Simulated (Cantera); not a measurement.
A closed system holds: 1 mol Si₃N₄, a varied amount of O₂, 0.65 mol H₂, at 798 K and 0.000260 bar.

Equilibrium computed with Cantera from the NASA thermochemical tables; the gas is ideal and each condensed phase is pure. Candidate condensed phases: H₂O, Si, SiO₂, Si₂N₂O, Si₃N₄; 35 gas species. Kinetics and transport are ignored.

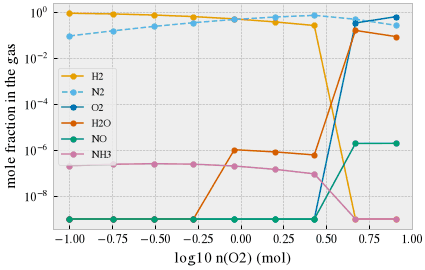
Figure: Equilibrium gas composition (values under 1e-9 drawn at 1e-9)

From 0.1 mol O₂ to 0.53 mol O₂ the condensed part is Si₂N₂O(s) + Si₃N₄(s). From 0.92 mol O₂ to 2.7 mol O₂ the condensed part is SiO₂(α-quartz) + Si₂N₂O(s). From 4.7 mol O₂ to 8.1 mol O₂ the condensed part is SiO₂(α-quartz).
